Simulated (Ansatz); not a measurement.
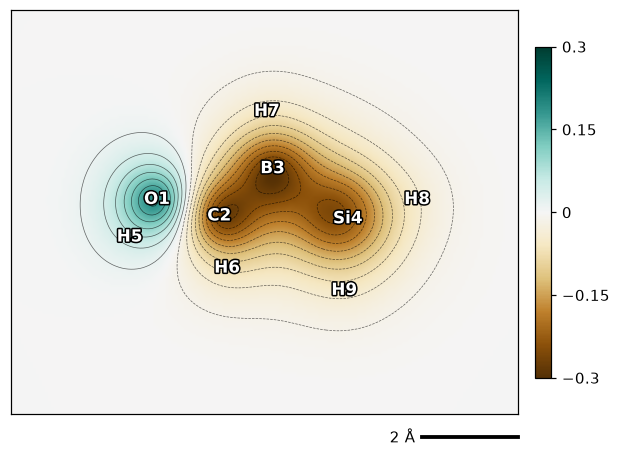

CH₅BOSi. The HOMO on a plane 0.8 Å above the molecular plane (values in Å⁻³ᐟ²; the overall sign is arbitrary).

Geometry: PBE0-D4/def2-TZVP.

Theory: Ansatz, RKS PBE0-D4/def2-TZVPP.

| atom | x (Å) | y (Å) | z (Å) |
| --- | --- | --- | --- |
| O | 0.0920 | 1.5631 | -1.6108 |
| C | -0.1085 | 0.7261 | -0.5905 |
| B | 0.7512 | -0.4474 | -0.3101 |
| Si | 0.0011 | -1.2421 | 1.2083 |
| H | -0.5730 | 2.2592 | -1.6228 |
| H | -0.9730 | 0.9865 | 0.0253 |
| H | 1.7036 | -0.7781 | -0.9447 |
| H | 0.4025 | -2.4544 | 1.9735 |
| H | -1.2073 | -0.6591 | 1.8545 |

What is the character of this orbital?

By Hirshfeld shares it lies mainly on Si4 (about 30 %), B3 (about 30 %), C2 (about 20 %) and O1 (about 10 %); it changes sign across the molecular plane (π type); π-bonding across C2–B3 and B3–Si4; π-antibonding (a node) across O1–C2. Its energy is −6.13 eV.
